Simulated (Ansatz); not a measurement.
The calculation's input:

```
crystal:
  periodic: [false, false, false]
  atoms:
    - {symbol: C, position_ang: [-2.486859, -1.332721, 0.004315]}
    - {symbol: Ge, position_ang: [-2.497037, -2.216919, 1.639019]}
    - {symbol: Ge, position_ang: [-0.537324, -3.867424, 1.551103]}
    - {symbol: Ge, position_ang: [-0.928550, -2.258598, -0.406323]}
    - {symbol: H, position_ang: [-3.118468, -0.593396, -0.495059]}
    - {symbol: H, position_ang: [0.386745, -2.759073, 2.237215]}
basis:
  gaussian: {orbitals: def2-TZVPD}
hamiltonian: {xc: pbe0}
output: {forces: true, orbitals: {seedname: orbitals}}
```

Launched as:

```sh
ansatz run input.yaml --threads 2 --pin off --max-ram 4350MiB --events-out events.jsonl --progress --plain --runs-dir runs
```

Geometry: PBE0-D3(BJ)/def2-SVP.

Theory: isolated molecule in a Gaussian basis; Kohn-Sham density functional theory, functional PBE0 in Ansatz.

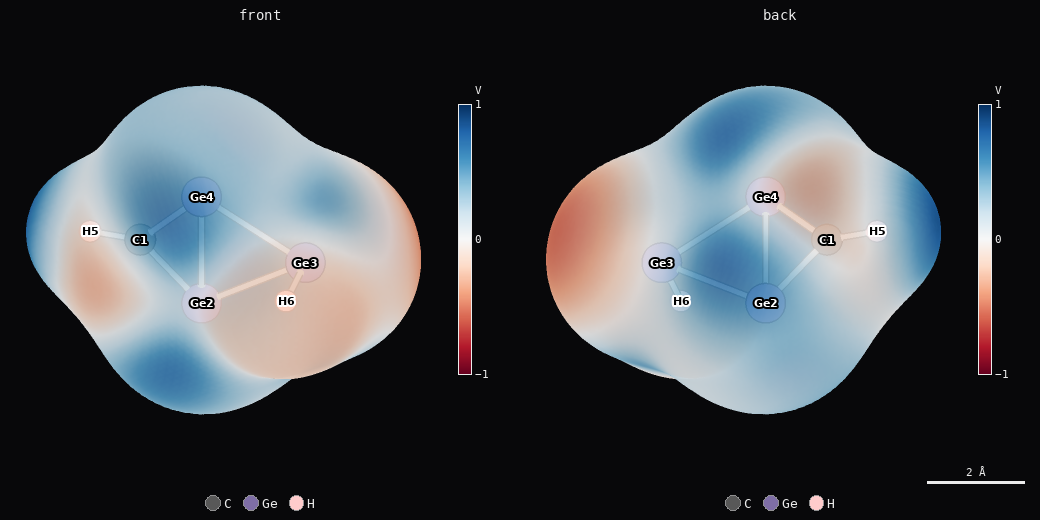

CH$_{2}$Ge$_{3}$ (SMILES [CH]1=[Ge]2[GeH]=[Ge]12). The electrostatic potential painted on the density surface at 0.001 e/bohr³, seen from the front and from behind; the colour scale runs from red (negative) to blue (positive).

### Where is the surface potential most negative and most positive?

The most negative region (about −0.6 V) lies over H6, the most positive (about +0.8 V) over Ge2, Ge4 and H5.
